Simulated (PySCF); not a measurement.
Vertical excitations of a molecule CH6O2Si2 from TDA-PBE/def2-SVPD in PySCF 2.14.0, as energy in eV (oscillator strength): 3.09 (0.001), 4.54 (0.002), 4.61 (0.006), 4.90 (0.000), 5.71 (0.015), 5.72 (0.009), 5.90 (0.061), 6.11 (0.014), 6.29 (0.037), 6.30 (0.000). Lowest triplet (TDA): 2.35 eV. Coordinates come from a B3LYP-D3(BJ)/def2-SVP optimisation. Other conformers were not sampled.

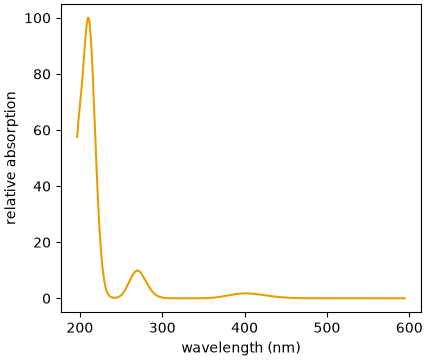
Figure: The lines broadened by 0.4 eV.

Q: Which molecule gave these data?
A. OC1[SiH2]O[SiH2]1
B. C1O[SiH2]O[SiH2]1
C. O=C[SiH2]O[SiH3]
D. C[SiH]1O[SiH2]O1

A: C, O=C[SiH2]O[SiH3]
